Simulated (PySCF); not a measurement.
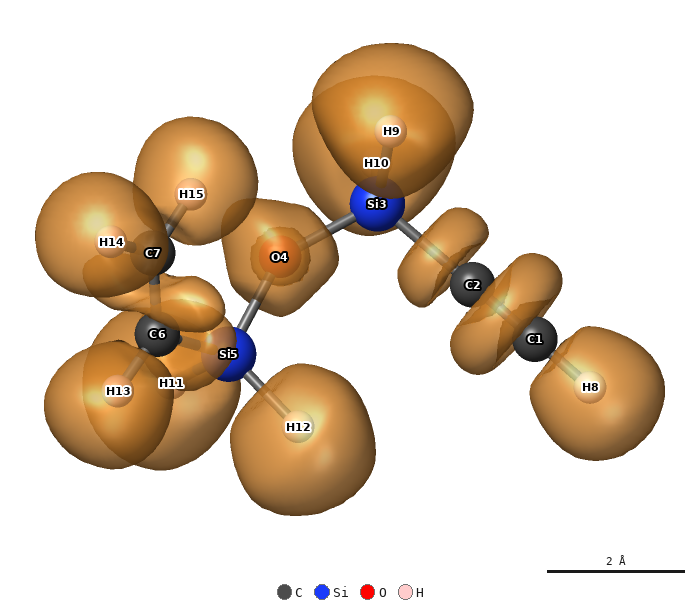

The picture shows: C4H8OSi2. Isosurface of the electron localisation function at 0.75 (orange), seen at a tilt. Core shells and regions of very low density are left out.

Geometry: PBE0-D3(BJ)/def2-SVP.

These are results of PBE0/pcSseg-1, SCF density, gas phase, non-relativistic (PySCF), not measurements.

```tsv
atom	x (Å)	y (Å)	z (Å)
C	-3.2967	1.3087	-0.7134
C	-2.6575	0.6623	0.0957
Si	-1.6696	-0.3089	1.3006
O	-0.2478	-0.7898	0.6147
Si	0.7373	-0.7468	-0.7250
C	2.4003	-0.0998	-0.1958
C	2.6683	0.2488	1.0674
H	-3.8669	1.8732	-1.4302
H	-1.3822	0.5448	2.4862
H	-2.4531	-1.5061	1.7098
H	0.8577	-2.1292	-1.2775
H	0.1330	0.1290	-1.7751
H	3.1937	0.0001	-0.9490
H	3.6485	0.6306	1.3735
H	1.9089	0.1630	1.8525
```

Question: Identify the bonds, lone pairs and shells in this picture.

Answer: At this value the surface marks out two regions between bonded C–C atoms (shared pairs), two regions between bonded C–Si atoms (shared pairs), eight regions around hydrogen nuclei and one region on O in which the atom's valence shell and bonds are merged.

Values along the shortest contacts:
C–C (1.22 Å): the ELF peaks at about 0.85 between the atoms (a short, multiple covalent bond). Si–O (1.65 Å): the ELF peaks at about 0.85 between the atoms (a shared but strongly polarised pair).
